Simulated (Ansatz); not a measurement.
The figure comes from a scan of Sc (hcp, Mg type): volume and axial ratio are varied about the relaxed values (subscript 0). The numbers are results of r2SCAN (plane waves to 500 eV, PAW, scalar-relativistic; Ansatz, an electronic-structure program), not measurements. k mesh 16×16×9 (Γ-centred), Fermi-Dirac smearing 0.05 eV. Stress and pressure are positive under compression. With partly filled bands, the response to shear is sensitive to the k mesh, so small differences along c/a are uncertain. Sc is run without spin polarisation. Sc was relaxed with its symmetry unable to fall. The PAW data are Ansatz's earlier set. 

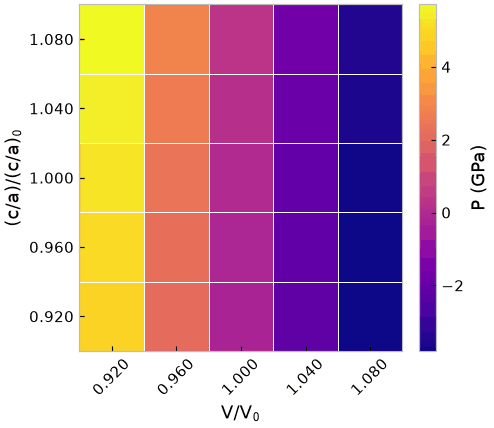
Fig. 1. P (GPa), one tile a computed point.

List the plotted points as numbers.

To the nearest 1:

P (GPa), with V/V₀ across and (c/a)/(c/a)₀ down:

| (c/a)/(c/a)₀ \ V/V₀ | 0.920 | 0.960 | 1.000 | 1.040 | 1.080 |
|---|---|---|---|---|---|
| 0.920 | 5 | 2 | 0 | -2 | -4 |
| 0.960 | 5 | 2 | 0 | -2 | -4 |
| 1.000 | 5 | 2 | 0 | -2 | -4 |
| 1.040 | 5 | 3 | 0 | -2 | -4 |
| 1.080 | 6 | 3 | 0 | -2 | -3 |

(A scan under strain: stresses follow from slopes of the energy per volume, elastic moduli from its curvatures.)
